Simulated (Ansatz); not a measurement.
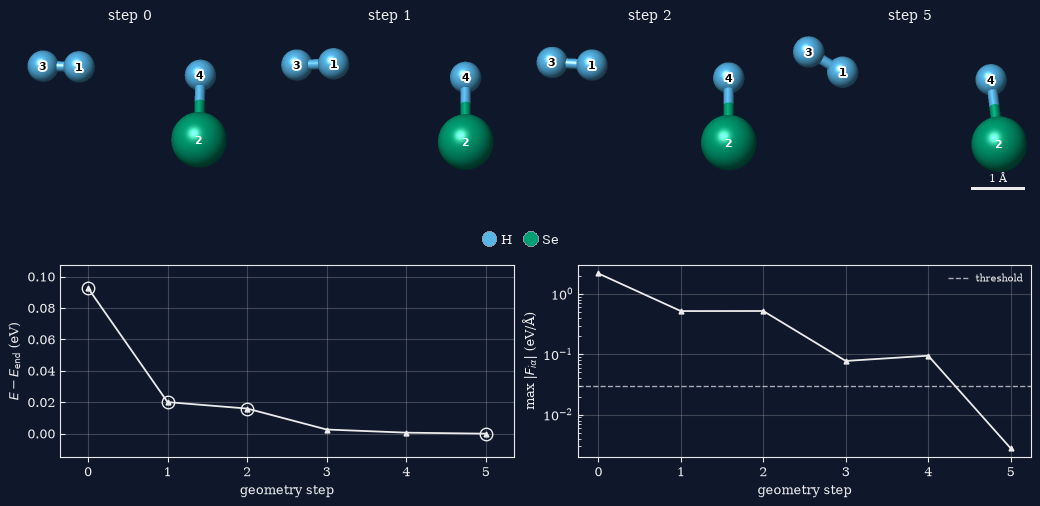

Frames of a relaxation of H3Se (multiplicity 2), marked on the history of the run. Style: ball-and-stick. Shown at a tilt.

The run prepares an end point of a later path (reaction) calculation, from a guessed geometry.

The calculation used Ansatz, UKS B3LYP/def2-SVP. (collinear spin; force threshold 0.03 eV/Å; at most 50 steps)

> What happens along the run?

The largest move after the best rigid fit is that of H3, 0.45 Å. By element the largest moves are H 0.45 Å, Se 0.41 Å. Near-neighbour distances that change, for instance: H1–H3 0.705 → 0.762 Å. After 5 geometry steps the energy has fallen by 0.093 eV. Largest force component: 2.2 eV/Å at the start, 0.0028 eV/Å at the end. The run took 17 s on 1 thread of Arm Neoverse V2, with other jobs on the host, peak memory 0.11 GiB. From step 0 to 1: H1 moves most (0.20 Å), energy −0.073 eV. From step 1 to 2: H3 moves most (0.14 Å), energy −0.004 eV. From step 2 to 5: H3 moves most (0.26 Å), energy −0.016 eV.

Limits of the set-up: the start holds two separate molecules, 2.8 Å apart at their closest, whose relative position is a soft coordinate and is computed without a dispersion correction.
